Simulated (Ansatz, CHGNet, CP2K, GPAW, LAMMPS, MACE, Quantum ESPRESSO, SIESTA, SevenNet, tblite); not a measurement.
## Glassy 73SiO2-27K2O (mol %) (90 atoms): runs against a plane-wave reference

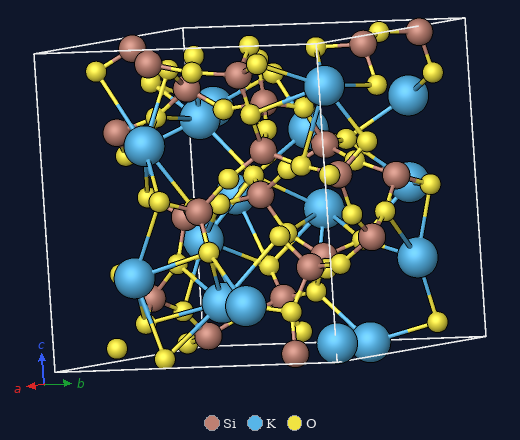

The cell (silicon pink, potassium blue, oxygen yellow). Bonds to atoms that aren't drawn are left out. Some periodic images of atoms are drawn too.

Density of this cell: 2.31 g/cm³. The cell holds 90 atoms: 22 Si, 16 K and 52 O. Its edges and angles: a = 11.429 Å, b = 11.429 Å, c = 11.429 Å, α = 90.0°, β = 90.0°, γ = 90.0°. 90 atoms (22 Si, 16 K, 52 O) placed at random at 2.4 g/cm³, melted at 4000 K for 10 ps at fixed volume with the Morse and Coulomb pair potential with partial charges (Pedone, Malavasi, Menziani, Cormack and Segre, J. Phys. Chem. B 110, 11780 (2006)). Quenched from 4000 K to 300 K at 50 K/ps and fixed volume, held 10 ps at zero pressure.

Geometry: as built.

The reference, a calculation:

| Property | Result |
| --- | --- |
| method | Kohn-Sham DFT, PBE, SSSP efficiency 1.3.0 pseudopotentials, plane waves (Quantum ESPRESSO 7.5); sssp-pbe-1.3.0-efficiency, cutoffs 60/480 Ry, Γ point |
| r.m.s. force component | 1.285 eV/Å |
| longest force | 5.35 eV/Å |
| pressure | 4.64 GPa |
| gap (highest filled to lowest empty level) | 0.8244 eV |
| time | 5.1 min on 4 MPI ranks of Arm Neoverse V1, shared host |
| CPU time | 20 min |

Q: Estimate the differences from the reference, the CPU time and the memory of each run.
- CP2K PBE, DZVP-MOLOPT-SR, 600/50 Ry, TRS4 filter 1e-07, SCF 1e-07 (CP2K 2026.2; 4 MPI ranks)
- CP2K PBE, DZVP-MOLOPT-SR, 600/50 Ry, TRS4 filter 1e-03, SCF 1e-04 (CP2K 2026.2; 4 MPI ranks)
- SevenNet l3i5 potential (SevenNet l3i5; 1 thread)
- GPAW LDA, LCAO dzp, h 0.18 Å (GPAW 26.7.0; 1 thread)
- tblite GFN1-xTB (tblite 0.8.0; 1 thread)
- GPAW PBE, LCAO dzp, h 0.15 Å (GPAW 26.7.0; 2 MPI ranks)
- CP2K PBE, SZV-MOLOPT-SR, 600/50 Ry, OT DIIS (CP2K 2026.2; 2 threads)
- GPAW PBE, LCAO szp(dzp), h 0.18 Å (GPAW 26.7.0; 1 thread)
- CP2K PBE, TZVP-UZH, 600/50 Ry, OT DIIS (CP2K 2026.2; 4 MPI ranks)
- SIESTA PBE, DZP, shift 0.01 Ry, mesh 200 Ry (SIESTA 5.4.2; 2 MPI ranks)

Differences are against the plane-wave reference, forces as r.m.s. over components; share is that over the reference's r.m.s. force, slope the least-squares factor from reference forces to these. Total energies of different programs have different zeros and aren't compared.

```csv
run,"Δ force, r.m.s. (meV/Å)",share (%),slope,Δ pressure (GPa),Δ gap (eV),cores,CPU time,memory (GiB)
reference,-,-,-,-,-,4,20 min,4.9
"CP2K PBE, DZVP-MOLOPT-SR, 600/50 Ry, TRS4 filter 1e-07, SCF 1e-07",114,8.90,0.976,-0.0869,-,4,6 min,3.6
"CP2K PBE, DZVP-MOLOPT-SR, 600/50 Ry, TRS4 filter 1e-03, SCF 1e-04 (coarse)",574,44.6,0.908,0.299,-,4,2.8 min,3.6
SevenNet l3i5 potential,139,10.8,0.961,-0.102,-,1,12 s,1.3
"GPAW LDA, LCAO dzp, h 0.18 Å",164,12.8,1.081,-,-0.376,1,8.6 min,2.3
tblite GFN1-xTB,741,57.7,0.917,2.91,-,1,5.1 s,0.12
"GPAW PBE, LCAO dzp, h 0.15 Å",298,23.2,1.149,-,-0.360,2,15 min,4.0
"CP2K PBE, SZV-MOLOPT-SR, 600/50 Ry, OT DIIS (coarse)",1042,81.1,1.450,16.3,-0.795,2,12 min,2.2
"GPAW PBE, LCAO szp(dzp), h 0.18 Å (coarse)",318,24.7,1.122,-,-0.503,1,8 min,2.1
"CP2K PBE, TZVP-UZH, 600/50 Ry, OT DIIS",72.7,5.66,0.972,-0.305,-0.120,4,18 min,4.4
"SIESTA PBE, DZP, shift 0.01 Ry, mesh 200 Ry",190,14.8,1.077,1.90,-,2,2.7 min,1.0
```

Rows marked coarse were listed beforehand as settings not expected to be converged; some can still land near the reference.

Times of the machine-learned potentials are mostly Python's start and the loading of weights.

CPU time is summed over cores on a shared host, where runs went side by side, so it is rough. Symmetry, cutoffs, thresholds, outputs and thread counts weren't matched or tuned between programs; memory under MPI is the largest rank's times the ranks.

The PBE runs in local orbitals, coarse settings apart, differ by 5.7 % (CP2K PBE, TZVP-UZH, 600/50 Ry, OT DIIS) to 23 % (GPAW PBE, LCAO dzp, h 0.15 Å); basis, grid and potentials can all enter. Tight binding differs by 58 % (tblite GFN1-xTB); it is another model, with fitted parameters of its own, and the xTB methods hold dispersion. Machine-learned potentials differ by 11 % (SevenNet l3i5 potential); they were trained on other programs' data. Rows with another functional or a dispersion term differ by 13 % (GPAW LDA, LCAO dzp, h 0.18 Å), which mixes the change of model with differences of basis and potentials. Periodic xTB results under one method name differ between programs and library versions. Machine-learned potentials mimic data converged in k, so the reference's own k-point error enters their differences. The network of bonds at the start is that of the classical potential that made the cell, and needn't be the one that DFT or experiment would give. The electronic-structure runs sample only Γ, in a cell whose shortest periodic width is 11 Å.

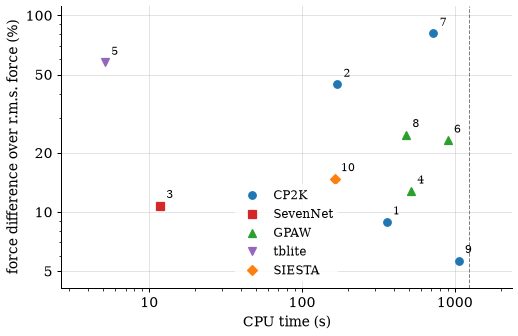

Force difference against CPU time; the dashed line marks the reference's time. Points: 1 CP2K PBE, DZVP-MOLOPT-SR, 600/50 Ry, TRS4 filter 1e-07, SCF 1e-07; 2 CP2K PBE, DZVP-MOLOPT-SR, 600/50 Ry, TRS4 filter 1e-03, SCF 1e-04; 3 SevenNet l3i5 potential; 4 GPAW LDA, LCAO dzp, h 0.18 Å; 5 tblite GFN1-xTB; 6 GPAW PBE, LCAO dzp, h 0.15 Å; 7 CP2K PBE, SZV-MOLOPT-SR, 600/50 Ry, OT DIIS; 8 GPAW PBE, LCAO szp(dzp), h 0.18 Å; 9 CP2K PBE, TZVP-UZH, 600/50 Ry, OT DIIS; 10 SIESTA PBE, DZP, shift 0.01 Ry, mesh 200 Ry.

[Logs are printed without paths, hosts, clocks, repeated set-up lines and the standing remarks that a program may print on its own settings, such as how far it seeks lower states.]

[Hosts, paths, dates, database ids (printed as entryN), source tags and the programs' standing remarks are cut or masked in the printed files.]
